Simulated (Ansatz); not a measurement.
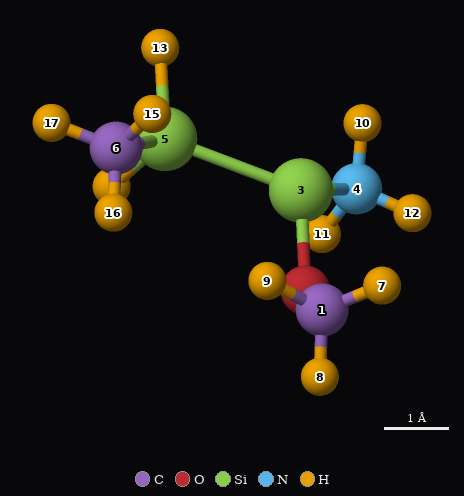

The input geometry (ball-and-stick view, seen at a tilt; atoms are numbered from 1 in the order of the input).

**Run report: C$_{2}$H$_{11}$NOSi$_{2}$, geometry relaxation (part 1 of 3)**

- system: C$_{2}$H$_{11}$NOSi$_{2}$
- method: RKS r2SCAN/STO-3G (Ansatz 0.2.0)

It belongs to a series of runs on one base structure; here: end point B relaxed. Figures and captions count atoms from 1; the log counts them from 0 in places.

The program's output:
```
The last accepted step is kept in [file] (removed where the run ends without a failure and the disk answers)
Engine: ansatz 0.2.0, aarch64-unknown-linux-gnu
Functional definition: r2SCAN
  parameter k0 = 0.174
  parameter k1 = 0.065
  parameter a1 = 4.9479
  exchange = r2scan_x(k0 = k0, k1 = k1, a1 = a1)
  correlation = r2scan_c
699 factors; integrals over basis functions are off by at most 1.1e-5 eV
mean field evaluation 1: about -21278.9862 eV, gradient 2.2e1 eV
mean field evaluation 2: about -21266.8574 eV, gradient 6.2e1 eV
mean field evaluation 4: about -21280.7247 eV, gradient 4.0e0 eV
mean field evaluation 8: about -21280.6682 eV, gradient 4.4e-2 eV
mean field -21280.66816054 eV, -782.0501303451 hartree, gradient 8.7e-5 eV, S^2 0.000000; 0 other end points of the search recorded, 0 dependent functions left out
the calculation of the forces begins
reference -21280.66816912 eV, -782.0501306603 hartree; 33, 33 occupied and 16, 16 virtual orbitals, 699 factors
relax step   1: F+E_penalty+E_count = -21280.66816054 eV  Δ(F+E_penalty+E_count) = +0.000e0 eV  max|allowed force component| = 1.063e1 eV/Å  Δτ_max = 0.0000 Å  (23 SCF iters, accepted)
these checks for a lower state are left out or cut short: starts, cluster_reference, orbital_swaps, neighbouring_geometries, increment
699 factors; integrals over basis functions are off by at most 1.1e-5 eV
mean field evaluation 16: about -21283.1964 eV, gradient 3.4e-1 eV
mean field -21283.07712569 eV, -782.1386581813 hartree, gradient 1.7e-5 eV, S^2 0.000000; 0 other end points of the search recorded, 0 dependent functions left out
[... from here on the field's lines of each further geometry are left out, up to the last ...]
relax step   2: F+E_penalty+E_count = -21283.07712569 eV  Δ(F+E_penalty+E_count) = -2.409e0 eV  max|allowed force component| = 5.610e0 eV/Å  Δτ_max = 0.1947 Å  (26 SCF iters, accepted)
relax step   3: F+E_penalty+E_count = -21284.17163309 eV  Δ(F+E_penalty+E_count) = -1.095e0 eV  max|allowed force component| = 1.687e0 eV/Å  Δτ_max = 0.1909 Å  (26 SCF iters, accepted)
relax step   4: F+E_penalty+E_count = -21284.60346016 eV  Δ(F+E_penalty+E_count) = -4.318e-1 eV  max|allowed force component| = 1.285e0 eV/Å  Δτ_max = 0.1907 Å  (25 SCF iters, accepted)
relax step   5: F+E_penalty+E_count = -21284.77596556 eV  Δ(F+E_penalty+E_count) = -1.725e-1 eV  max|allowed force component| = 8.783e-1 eV/Å  Δτ_max = 0.1740 Å  (25 SCF iters, accepted)
relax step   6: F+E_penalty+E_count = -21284.86114759 eV  Δ(F+E_penalty+E_count) = -8.518e-2 eV  max|allowed force component| = 6.381e-1 eV/Å  Δτ_max = 0.1937 Å  (25 SCF iters, accepted)
relax step   7: F+E_penalty+E_count = -21284.91590044 eV  Δ(F+E_penalty+E_count) = -5.475e-2 eV  max|allowed force component| = 7.033e-1 eV/Å  Δτ_max = 0.1950 Å  (25 SCF iters, accepted)
relax step   8: F+E_penalty+E_count = -21284.96095022 eV  Δ(F+E_penalty+E_count) = -4.505e-2 eV  max|allowed force component| = 6.410e-1 eV/Å  Δτ_max = 0.1904 Å  (25 SCF iters, accepted)
relax step   9: F+E_penalty+E_count = -21284.98701181 eV  Δ(F+E_penalty+E_count) = -2.606e-2 eV  max|allowed force component| = 8.685e-1 eV/Å  Δτ_max = 0.1956 Å  (25 SCF iters, accepted)
relax step  10: F+E_penalty+E_count = -21285.02487029 eV  Δ(F+E_penalty+E_count) = -3.786e-2 eV  max|allowed force component| = 3.260e-1 eV/Å  Δτ_max = 0.1998 Å  (25 SCF iters, accepted)
relax step  11: F+E_penalty+E_count = -21285.03615742 eV  Δ(F+E_penalty+E_count) = -1.129e-2 eV  max|allowed force component| = 4.520e-1 eV/Å  Δτ_max = 0.1818 Å  (24 SCF iters, accepted)
relax step  12: F+E_penalty+E_count = -21285.05083531 eV  Δ(F+E_penalty+E_count) = -1.468e-2 eV  max|allowed force component| = 8.160e-2 eV/Å  Δτ_max = 0.1297 Å  (25 SCF iters, accepted)
relax step  13: F+E_penalty+E_count = -21284.88658653 eV  Δ(F+E_penalty+E_count) = +1.642e-1 eV  max|allowed force component| = 8.825e-1 eV/Å  Δτ_max = 0.1999 Å  (25 SCF iters, rejected (line search))
relax step  14: F+E_penalty+E_count = -21285.05773978 eV  Δ(F+E_penalty+E_count) = -6.904e-3 eV  max|allowed force component| = 7.959e-2 eV/Å  Δτ_max = 0.0999 Å  (25 SCF iters, accepted)
relax step  15: F+E_penalty+E_count = -21285.06531898 eV  Δ(F+E_penalty+E_count) = -7.579e-3 eV  max|allowed force component| = 1.501e-1 eV/Å  Δτ_max = 0.0994 Å  (26 SCF iters, accepted)
relax step  16: F+E_penalty+E_count = -21285.08284641 eV  Δ(F+E_penalty+E_count) = -1.753e-2 eV  max|allowed force component| = 3.879e-1 eV/Å  Δτ_max = 0.1474 Å  (25 SCF iters, accepted)
relax step  17: F+E_penalty+E_count = -21285.13330366 eV  Δ(F+E_penalty+E_count) = -5.046e-2 eV  max|allowed force component| = 6.797e-1 eV/Å  Δτ_max = 0.1931 Å  (26 SCF iters, accepted)
relax step  18: F+E_penalty+E_count = -21285.24497322 eV  Δ(F+E_penalty+E_count) = -1.117e-1 eV  max|allowed force component| = 4.901e-1 eV/Å  Δτ_max = 0.1868 Å  (25 SCF iters, accepted)
relax step  19: F+E_penalty+E_count = -21285.32597363 eV  Δ(F+E_penalty+E_count) = -8.100e-2 eV  max|allowed force component| = 7.361e-1 eV/Å  Δτ_max = 0.1941 Å  (26 SCF iters, accepted)
relax step  20: F+E_penalty+E_count = -21285.37679334 eV  Δ(F+E_penalty+E_count) = -5.082e-2 eV  max|allowed force component| = 4.456e-1 eV/Å  Δτ_max = 0.0671 Å  (26 SCF iters, accepted)
relax step  21: F+E_penalty+E_count = -21285.39609293 eV  Δ(F+E_penalty+E_count) = -1.930e-2 eV  max|allowed force component| = 1.285e-1 eV/Å  Δτ_max = 0.0430 Å  (26 SCF iters, accepted)
relax step  22: F+E_penalty+E_count = -21285.39997199 eV  Δ(F+E_penalty+E_count) = -3.879e-3 eV  max|allowed force component| = 5.285e-2 eV/Å  Δτ_max = 0.0325 Å  (26 SCF iters, accepted)
relax step  23: F+E_penalty+E_count = -21285.40078532 eV  Δ(F+E_penalty+E_count) = -8.133e-4 eV  max|allowed force component| = 3.769e-2 eV/Å  Δτ_max = 0.0244 Å  (26 SCF iters, accepted)
relax step  24: F+E_penalty+E_count = -21285.40110530 eV  Δ(F+E_penalty+E_count) = -3.200e-4 eV  max|allowed force component| = 2.498e-2 eV/Å  Δτ_max = 0.0201 Å  (27 SCF iters, accepted)
relax step  25: F+E_penalty+E_count = -21285.40128272 eV  Δ(F+E_penalty+E_count) = -1.774e-4 eV  max|allowed force component| = 2.096e-2 eV/Å  Δτ_max = 0.0117 Å  (21 SCF iters, accepted)
relax step  26: F+E_penalty+E_count = -21285.40105717 eV  Δ(F+E_penalty+E_count) = +2.256e-4 eV  max|allowed force component| = 1.013e-1 eV/Å  Δτ_max = 0.0116 Å  (20 SCF iters, rejected (line search))
the calculation of the forces begins
reference -21285.40138223 eV, -782.2240730338 hartree; 33, 33 occupied and 16, 16 virtual orbitals, 707 factors
relax step  27: F+E_penalty+E_count = -21285.40137370 eV  Δ(F+E_penalty+E_count) = -9.097e-5 eV  max|allowed force component| = 1.054e-2 eV/Å  Δτ_max = 0.0057 Å  (21 SCF iters, accepted)
```

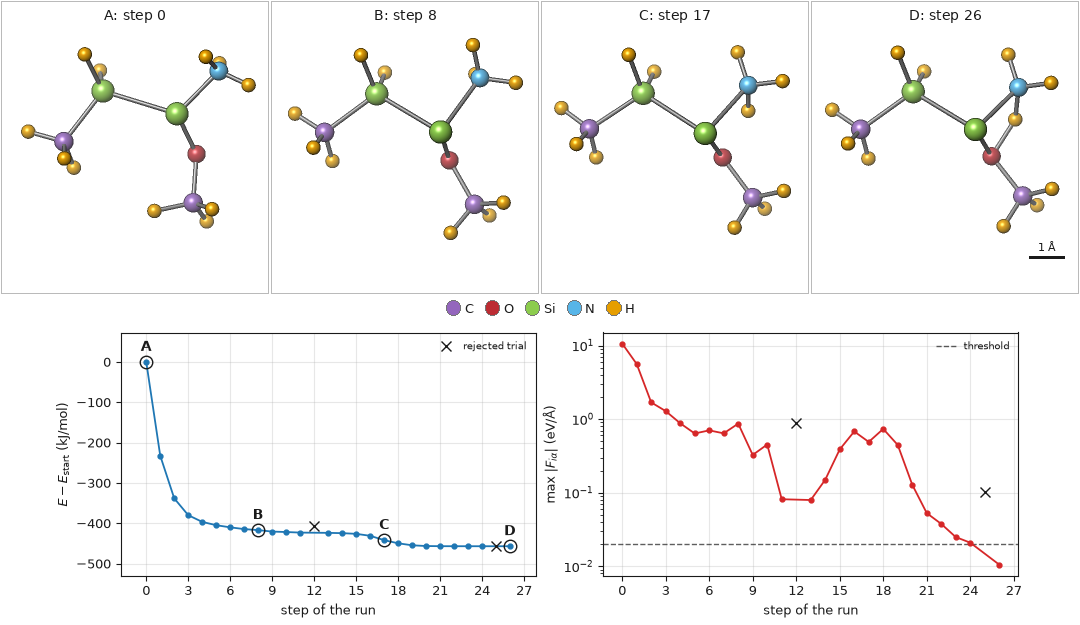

Frames of the relaxation (ball-and-stick view, seen at a tilt) above the curves, on which the letters mark them (the first geometry is step 0 here and step 1 in the log).

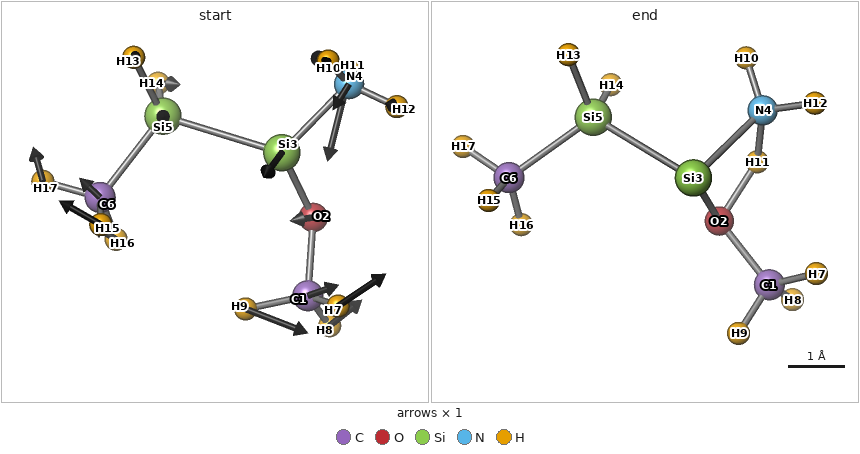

Before (left) and after (right) the relaxation, at one scale (ball-and-stick view, seen at a tilt). The black arrows give the displacements, at true length. The energy falls by 456.7 kJ/mol in 26 geometry steps. The largest force component goes from 11 to 0.011 eV/Å. The line search rejected the trial steps at points 12, 25 (counted from 0) and went back. H11 moves most after the best rigid fit: 1.69 Å. Largest moves by element: H 1.69 Å, Si 0.97 Å, C 0.61 Å, N 0.56 Å, O 0.46 Å. Distances before and after: O2–H11 2.710 → 1.266 Å, O2–Si3 1.651 → 1.900 Å, Si3–N4 1.731 → 1.944 Å, N4–H11 1.068 → 1.234 Å. Among the angles that change: Si3–N4–H10 90.4° → 121.8°, O2–Si3–N4 104.2° → 73.0°, N4–Si3–Si5 116.2° → 90.8°. (Atoms are counted from 1 in the order of the input.)

```
707 factors; integrals over basis functions are off by at most 3.3e-5 eV
mean field -21285.40137370 eV, -782.2240727201 hartree, gradient 1.2e-5 eV, S^2 0.000000; 1 other end points of the search recorded, 0 dependent functions left out
the calculation of the forces begins
reference -21285.40138223 eV, -782.2240730338 hartree; 33, 33 occupied and 16, 16 virtual orbitals, 707 factors
Total energy: -21285.40138223 eV, -782.2240730338 hartree
Atom 0 at     0.693356    -2.392952    -0.756241 Å, force    -0.003069     0.006340     0.000639 eV/Å
Atom 1 at     0.100019    -1.052338    -0.680948 Å, force     0.007689    -0.000927     0.002872 eV/Å
Atom 2 at     1.241872     0.188082     0.196078 Å, force    -0.003306     0.003154    -0.010538 eV/Å
Atom 3 at     1.285442     0.618482    -1.698986 Å, force    -0.003206     0.005803     0.007159 eV/Å
Atom 4 at    -0.552806     1.638928     0.517643 Å, force     0.001822    -0.002585     0.001582 eV/Å
Atom 5 at    -1.672490     1.182933     1.965362 Å, force    -0.000628    -0.000761    -0.000501 eV/Å
Atom 6 at     1.749608    -2.382903    -1.102694 Å, force     0.001049    -0.001166     0.000686 eV/Å
Atom 7 at     0.101314    -3.008134    -1.462849 Å, force    -0.000853    -0.001424    -0.000792 eV/Å
Atom 8 at     0.665607    -2.883208     0.236638 Å, force    -0.000236    -0.000739     0.001209 eV/Å
Atom 9 at     0.873822     1.506843    -2.073557 Å, force    -0.000327    -0.000534     0.001628 eV/Å
Atom 10 at     0.527551    -0.354067    -1.647178 Å, force    -0.002247    -0.006115    -0.002182 eV/Å
Atom 11 at     2.186329     0.473007    -2.214316 Å, force     0.003676    -0.003449    -0.002612 eV/Å
Atom 12 at    -0.104241     2.997714     0.770710 Å, force    -0.000434    -0.000078     0.002742 eV/Å
Atom 13 at    -1.417538     1.762976    -0.647321 Å, force     0.000525     0.001877    -0.000435 eV/Å
Atom 14 at    -1.116781     1.159555     2.909955 Å, force    -0.000354    -0.000110    -0.000826 eV/Å
Atom 15 at    -2.122842     0.192991     1.828390 Å, force     0.000163     0.000667    -0.000619 eV/Å
Atom 16 at    -2.492092     1.900982     2.086207 Å, force    -0.000266     0.000047    -0.000016 eV/Å
Dipole moment:     0.401737    -0.215047    -0.597776 e Å
```

Trajectory as extended XYZ (Å, eV, eV/Å), 27 frames, from step=1 to step=27:
```
17
Properties=species:S:1:pos:R:3:forces:R:3 step=1 energy=-21280.66816
C     0.4877   -2.3240   -0.2163   -1.9847   4.5397   1.0307
O     0.2429   -1.1810   -1.1042   -2.2684  -2.7288  -2.7002
Si    0.7882    0.3140   -0.6654    4.0903  -0.3625  10.6315
N     1.4533    0.9695   -2.1231   -4.5859   0.8104  -2.6613
Si   -0.8226    1.5782    0.3709   -0.5483   1.1772  -2.7757
C    -1.4233    0.6944    1.8837    0.5222   0.4392   0.9151
H     1.5321   -2.4839   -0.0772    1.8662  -0.6008   0.6839
H     0.0238   -3.1451   -0.6949   -0.8260  -2.0316  -0.7131
H    -0.0469   -2.0959    0.7799    0.9993  -0.9698  -0.8843
H     1.9718    1.6839   -1.5732    0.1093   1.7770  -0.0352
H     0.6067    0.9240   -2.7719    0.7894   2.1144  -2.2627
H     2.1050    0.3366   -2.4744    2.9004  -2.6448  -1.4641
H    -0.3370    2.9411    0.7776   -0.3043  -1.0929  -0.3024
H    -1.9899    1.8282   -0.5260    0.0489   0.2813   0.8784
H    -0.6106    0.4787    2.5973   -0.1638   0.2193  -0.1830
H    -1.8547   -0.2539    1.6366   -0.5676  -0.9087  -0.2976
H    -2.1804    1.2841    2.4075   -0.0767  -0.0185   0.1399
17
Properties=species:S:1:pos:R:3:forces:R:3 step=2 energy=-21283.07713
C     0.4680   -2.2902   -0.2229   -0.8263   1.5836   0.0917
O     0.2142   -1.1687   -1.1186   -1.1499  -1.0960  -1.2179
Si    0.9002    0.2695   -0.5124    2.1412  -0.5811   5.6095
N     1.4082    0.9534   -2.1117   -1.0954  -0.3127  -0.9975
Si   -0.8286    1.5813    0.3255    0.1345   0.4053  -1.0145
C    -1.4182    0.7006    1.8787   -0.0282   0.1668   0.2561
H     1.5402   -2.4834   -0.0663    0.4474  -0.1843   0.3002
H     0.0131   -3.1623   -0.6968   -0.2341  -0.7457  -0.0791
H    -0.0326   -2.1144    0.7736    0.4560  -0.5190  -0.3258
H     1.9541    1.7094   -1.5954   -0.6323   0.8921  -1.3683
H     0.6101    0.9705   -2.8229    0.6681   1.6458  -0.6565
H     2.1180    0.3176   -2.4937    0.7034  -0.6158  -0.4345
H    -0.3439    2.9153    0.7669   -0.2757  -0.6696  -0.2941
H    -2.0046    1.8415   -0.5115   -0.0678   0.1607   0.3358
H    -0.6107    0.4859    2.5927    0.0171   0.1988  -0.1601
H    -1.8617   -0.2612    1.6329   -0.2437  -0.3053  -0.1190
H    -2.1795    1.2839    2.4088   -0.0141  -0.0234   0.0740
17
Properties=species:S:1:pos:R:3:forces:R:3 step=3 energy=-21284.17163
C     0.4454   -2.2745   -0.2333   -0.0732  -0.3018  -0.2388
O     0.1889   -1.1577   -1.1233   -0.0305   0.1684   0.1682
Si    1.0031    0.2181   -0.3602    0.0502  -0.5802   1.6872
N     1.3786    0.9330   -2.0896    0.9729  -0.0535   0.1696
Si   -0.8125    1.5716    0.3017    0.3960  -0.2080  -0.0155
C    -1.4256    0.7056    1.8751   -0.1460   0.0178  -0.1101
H     1.5320   -2.4861   -0.0593   -0.1833   0.0350   0.0199
H     0.0063   -3.1850   -0.6934   -0.0395  -0.0460   0.1066
H    -0.0234   -2.1401    0.7686    0.0220  -0.2306   0.0587
H     1.9334    1.7622   -1.6892   -1.0450   0.1553  -1.6822
H     0.6232    1.0353   -2.8343    0.5028   1.0125   0.1559
H     2.1222    0.3132   -2.5064   -0.2597   0.0643  -0.0796
H    -0.3579    2.8920    0.7486   -0.1169  -0.2142  -0.1523
H    -1.9967    1.8415   -0.5018   -0.0448   0.0263  -0.0251
H    -0.6114    0.5000    2.5814    0.0345   0.1115  -0.0717
H    -1.8737   -0.2659    1.6308   -0.0432   0.0366  -0.0016
H    -2.1857    1.2858    2.4115    0.0037   0.0066   0.0107
```
